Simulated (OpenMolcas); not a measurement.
# Excited-state calculation, with input and output: HSO$_{3}$ (part 1 of 2)

- system: HSO$_{3}$, multiplicity 2, SMILES O=[S](=O)O
- method: CASSCF/ANO-RCC-VDZP, DKH2 (OpenMolcas 26.06)

The geometry comes from this level: GFN2-xTB.

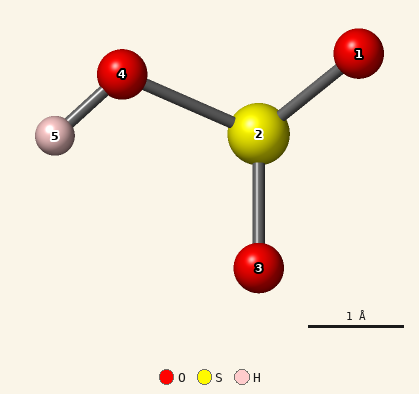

Figure 1. The structure (ball-and-stick view, seen on its broad side; atoms are numbered from 1 in the order of the input).

## Input file
```
* HO3S CASSCF
>>> EXPORT MOLCAS_PRINT=2

&GATEWAY
 XBAS
 O.ANO-RCC-VDZP
 S.ANO-RCC-VDZP
 H.ANO-RCC-VDZP
 End of Basis
 ZMAT
 O1
 S2 1 1.439532
 O3 2 1.450724 1 119.38996
 O4 2 1.660407 1 107.29874 3 121.69126
 H5 4 0.96128 2 114.05228 1 -154.66196
 End of ZMAT
 RICD

&SEWARD
 Relativistic=R02E00

&RASSCF
 FileOrb=$CurrDir/step2.RasOrb
 Spin=2
 Nactel=9 0 0
 Inactive=16
 Ras2=8
 CIRoot=3 3 1
 OrbListing=Nothing
 OrbAppear=Compact

&RASSI
 NrOfJobIphs=1 all
```

Run as:
```bash
export MOLCAS_MEM=1860
pymolcas step8.input > step8.log
```

## Output
```
--- Start Module: gateway ---

                                              &GATEWAY

                       available to each process: 1.9 GB of memory, 1 thread

++    Symmetry information:
      ---------------------

                    Character Table for C1

                             E
                    a        1  x, y, xy, Rz, z, xz, Ry, yz, Rx, I
--

++    Basis set information:
      ----------------------

      Basis set label: O.ANO-RCC...3S2P1D.

      Electronic valence basis set:
      ------------------
      Associated Effective Charge   8.000000 au
      Associated Actual Charge      8.000000 au
      Nuclear Model: Point charge

      Shell  nPrim  nBasis  Cartesian Spherical Contaminant
         s      14       3        X
         p       9       2        X
         d       4       1                 X

      Basis set label: S.ANO-RCC...4S3P1D.

      Electronic valence basis set:
      ------------------
      Associated Effective Charge  16.000000 au
      Associated Actual Charge     16.000000 au
      Nuclear Model: Point charge

      Shell  nPrim  nBasis  Cartesian Spherical Contaminant
         s      17       4        X
         p      12       3        X
         d       5       1                 X

      Basis set label: O.ANO-RCC...3S2P1D.

      Electronic valence basis set:
      ------------------
      Associated Effective Charge   8.000000 au
      Associated Actual Charge      8.000000 au
      Nuclear Model: Point charge

      Shell  nPrim  nBasis  Cartesian Spherical Contaminant
         s      14       3        X
         p       9       2        X
         d       4       1                 X

      Basis set label: H.ANO-RCC...2S1P.

      Electronic valence basis set:
      ------------------
      Associated Effective Charge   1.000000 au
      Associated Actual Charge      1.000000 au
      Nuclear Model: Point charge

      Shell  nPrim  nBasis  Cartesian Spherical Contaminant
         s       8       2        X
         p       4       1        X
--

++    Molecular structure info:
      -------------------------

                    ************************************************
                    **** Cartesian Coordinates / bohr, angstrom ****
                    ************************************************

     Center  Label                x              y              z                     x              y              z
        1      O1               0.000000       0.000000       0.000000              0.000000       0.000000       0.000000
        2      S2               0.000000       0.000000       2.720321              0.000000       0.000000       1.439532
        3      O3               2.388643       0.000000       4.065701              1.264016       0.000000       2.151476
        4      O4              -1.573812       2.549089       3.653333             -0.832826       1.348920       1.933260
        5      H5              -1.106911       3.144183       5.304920             -0.585752       1.663830       2.807243

                    ***************************************
                    *    InterNuclear Distances / bohr    *
                    ***************************************

               1 O1            2 S2            3 O3            4 O4            5 H5
    1 O1       0.000000
    2 S2       2.720321        0.000000
    3 O3       4.715458        2.741471        0.000000
    4 O4       4.724572        3.137714        4.729583        0.000000
    5 H5       6.265247        4.217972        4.862144        1.816556        0.000000

                    *******************************************
                    *    InterNuclear Distances / angstrom    *
                    *******************************************

               1 O1            2 S2            3 O3            4 O4            5 H5
    1 O1       0.000000
    2 S2       1.439532        0.000000
    3 O3       2.495313        1.450724        0.000000
    4 O4       2.500136        1.660407        2.502788        0.000000
    5 H5       3.315426        2.232055        2.572936        0.961280        0.000000

                    **************************************
                    *    Valence Bond Angles / degree    *
                    **************************************
                          Atom centers                 Phi
                      1 O1       2 S2       3 O3       119.39
--

            Nuclear Potential Energy            186.30746232 au

--- Stop Module: gateway /rc=_RC_ALL_IS_WELL_ ---

--- Start Module: seward ---

                                              &SEWARD

                       available to each process: 1.9 GB of memory, 1 thread

               SEWARD will generate:
                  Multipole Moment integrals up to order  2
                  Kinetic Energy integrals
                  Nuclear Attraction integrals (point charge)
                  One-Electron Hamiltonian integrals
                  Velocity integrals
                  Relativistic Douglas-Kroll-Hess integrals:
                    - Parametrization         : EXP
                    - DKH order of Hamiltonian: 2
                    - DKH order of Properties : 0
                         - multipole moment operators
                         - electric potential operators
                         - contact operators
                  Orbital angular momentum around (  0.1472   0.5427   2.6652 )
                  Velocity quadrupole around (  0.1472   0.5427   2.6652 )
                  Atomic mean-field integrals
                  RI decomposed two-electron repulsion integrals stored Cholesky style
                   - acCD auxiliary basis
                   - CD Threshold:   1.00E-04

                   Integrals are discarded if absolute value <: 1.00E-14
                   Integral cutoff threshold is set to       <: 1.00E-16

            Nuclear Potential Energy            186.30746232 au

      Basis set specifications :
      Symmetry species         a
      Basis functions           65

--- Stop Module: seward /rc=_RC_ALL_IS_WELL_ ---
--- Module seward spent 1 second ---

--- Start Module: rasscf ---

                                              &RASSCF

                       available to each process: 1.9 GB of memory, 1 thread

      Header of the ONEINT file:
      --------------------------

      OrdInt status: non-squared

      Cartesian coordinates in angstrom:
      -----------------------------------------------------
      No.  Label        X            Y            Z
      -----------------------------------------------------
       1   O1         0.00000000   0.00000000   0.00000000
       2   S2         0.00000000   0.00000000   1.43953200
       3   O3         1.26401556   0.00000000   2.15147637
       4   O4        -0.83282570   1.34891993   1.93326046
       5   H5        -0.58575194   1.66382996   2.80724299
      -----------------------------------------------------
      Nuclear repulsion energy =  186.30746232

++    Wave function specifications:
      -----------------------------

      Number of closed shell electrons          32
      Number of electrons in active shells       9
      Max number of holes in RAS1 space          0
      Max nr of electrons in RAS3 space          0
      Number of inactive orbitals               16
      Number of active orbitals                  8
      Number of secondary orbitals              41
      Spin quantum number                      0.5
      State symmetry                             1
--

++    Orbital specifications:
      -----------------------

      Symmetry species                           1
                                                 a
      Frozen orbitals                            0
      Inactive orbitals                         16
      Active orbitals                            8
      RAS1 orbitals                              0
      RAS2 orbitals                              8
      RAS3 orbitals                              0
      Secondary orbitals                        41
      Deleted orbitals                           0
      Number of basis functions                 65
--

++    CI expansion specifications:
      ----------------------------

      Number of CSFs                          2352
      Number of determinants                  3920
      Number of root(s) required                 3
      Root chosen for geometry opt.              3
      CI roots used                              1     2     3
      weights                                0.333 0.333 0.333
      highest root included in the CI            3
      max. size of the explicit Hamiltonian    200
--

++    Optimization specifications:
      ----------------------------

      RASSCF algorithm: LK RI/DF
      Maximum number of macro iterations       200
      Maximum number of SX iterations          100
      Threshold for RASSCF energy            1.000E-08
      Threshold for max MO rotation          1.000E-01
      Threshold for max BLB element          1.000E-04
      Level shift parameter                  5.000E-01
      Make Quasi-Newton update
--

      The MO-coefficients are taken from the file:
      step2.RasOrb
      Title: RASSCF average (pseudo-natural) orbitals

      Total molecular charge    0.00

      ************************************************************************************************************************
      *                                            Wave function control section                                             *
      ************************************************************************************************************************

                                         RASSCF iterations: Energy and convergence statistics
                                         ----------------------------------------------------

          iter iter root      energy       change     param      element    value   shift minimum  type update hh:mm:ss
 Nr of preliminary CI iterations:   5
        1   1    6    0  -623.94200592    0.00E+00   6.46E-04   21  30 1  1.37E-04*  0.33   0.00    SX    NO    0:00:00
        2   1    5    0  -623.94200632   -3.96E-07*  4.48E-04   15  19 1  4.59E-05   0.33   0.00    SX    NO    0:00:00
        3   1    5    0  -623.94200641   -8.94E-08* -3.12E-04   15  23 1 -3.17E-05   0.33   0.00    SX    NO    0:00:00
        4   7    5    0  -623.94200925   -2.84E-06* -2.55E-04   19  45 1  8.54E-05   0.33   0.00    SX    NO    0:00:00
        5   4    5    0  -623.94200937   -1.18E-07*  4.06E-04   15  29 1 -4.39E-05   0.33   1.71    QN   YES    0:00:00
        6   5    5    0  -623.94200943   -5.78E-08*  8.51E-05   19  45 1 -5.25E-05   0.33   0.81    QN   YES    0:00:00
        7   3    5    0  -623.94200944   -1.28E-08* -1.57E-04   15  29 1 -4.13E-05   0.33   0.98    QN   YES    0:00:00
        8   2    4    0  -623.94200945   -8.65E-09  -1.62E-04   15  29 1 -1.80E-05   0.33   2.50    QN   YES    0:00:00
      Convergence after  8 iterations
        9   4    4    0  -623.94200945   -5.66E-09  -1.62E-04   16  33 1  7.50E-06   0.33   2.50    QN   YES    0:00:00

      ************************************************************************************************************************
                                                      Wave function printout:
                       occupation of active orbitals, and spin coupling of open shells (u,d: Spin up or down)
      ************************************************************************************************************************

      Note: transformation to natural orbitals
      has been made, which may change the order of the CSFs.

      printout of CI-coefficients larger than  0.05 for root  1
      energy=    -624.020121
      conf/sym  11111111     Coeff  Weight
             1  2222u000   0.67142 0.45081
             5  222u2000  -0.44094 0.19443
            17  222uu00d  -0.05660 0.00320
            21  22u22000  -0.53916 0.29069
            27  22u2u0d0   0.06541 0.00428
            55  u222ud00   0.05315 0.00282

      printout of CI-coefficients larger than  0.05 for root  2
      energy=    -623.924657
      conf/sym  11111111     Coeff  Weight
             1  2222u000  -0.40977 0.16791
             5  222u2000   0.34469 0.11881
            21  22u22000  -0.80349 0.64559
           171  2ud220u0  -0.08939 0.00799
           344  2uu220d0  -0.06737 0.00454
           439  22u02002   0.05174 0.00268

      printout of CI-coefficients larger than  0.05 for root  3
      energy=    -623.881251
      conf/sym  11111111     Coeff  Weight
             1  2222u000  -0.55152 0.30418
             5  222u2000  -0.79678 0.63486
            21  22u22000  -0.05188 0.00269
            77  2220200u   0.08324 0.00693
            91  22ud20u0  -0.05568 0.00310
           272  22uu20d0   0.07105 0.00505

      Natural orbitals and occupation numbers for root  1
      sym 1:   1.972951   1.994514   1.010196   1.967471   1.962174   0.031068   0.036733   0.024895

      Natural orbitals and occupation numbers for root  2
      sym 1:   1.993477   1.949308   1.011910   1.970740   1.975289   0.029815   0.041995   0.027467

      Natural orbitals and occupation numbers for root  3
      sym 1:   1.983314   1.992850   1.971252   1.007795   1.965299   0.026534   0.037633   0.015323

      ************************************************************************************************************************
      *                                                    Final results                                                     *
      ************************************************************************************************************************

++    Final optimization conditions:
      ------------------------------

      Average CI energy                            -623.94200945
      RASSCF energy for state  3                   -623.88125115
      Super-CI energy                                -0.00000000
      RASSCF energy change                            0.00000000
      Max change in MO coefficients               1.253E-04
      Max non-diagonal density matrix element    -1.622E-04
      Maximum BLB matrix element                  7.499E-06
      (orbital pair  16,  33 in symmetry   1)
      Norm of electronic gradient            1.118E-01
--

      Final state energy(ies):
      ------------------------

::    RASSCF root number  1 Total energy:   -624.02012061
::    RASSCF root number  2 Total energy:   -623.92465660
::    RASSCF root number  3 Total energy:   -623.88125115
      Von Neumann Entropy (Root   1) =  0.84935

      Mulliken population analysis for root number:  1
      -----------------------------------------------

++    Molecular charges:
      ------------------

      Mulliken charges per centre
      ---------------------------

                O1      S2      O3      O4      H5
      Total    8.4311 14.9403  8.4014  8.3372  0.8899

      N-E     -0.4311  1.0597 -0.4014 -0.3372  0.1101

      Total electronic charge=   41.000000

      Total            charge=   -0.000000
--

      Expectation values of various properties for root number:  1
      -----------------------------------------------------------

++    Molecular properties:
      ---------------------
```
